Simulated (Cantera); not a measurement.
Input: 1 mol Si₃N₄, 0.39 mol CO₂, 240 mol H₂, equilibrated at 3.10e-5 bar.

Cantera equilibrium calculation (NASA polynomials, part measured and part estimated; ideal gas, pure solids and liquids). Candidate condensed phases: C, C₆H₆, C₇H₈, C₈H₁₈, H₂O, Si, SiC, SiO₂, Si₂N₂O, Si₃N₄; 151 gas species. Mutual solubility and eutectic melting of coexisting phases are not modelled. Kinetics and transport are ignored.

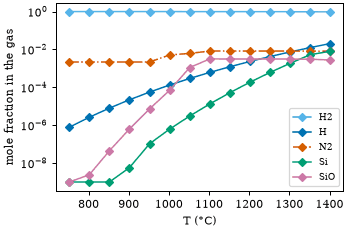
*Equilibrium gas composition (values under 1e-9 drawn at 1e-9)*

Question: Read off the mole fractions at 852 °C.

Answer: H₂ about 1.00, N₂ about 0.0022, H about 8.0e-6, SiO about 4.4e-8.
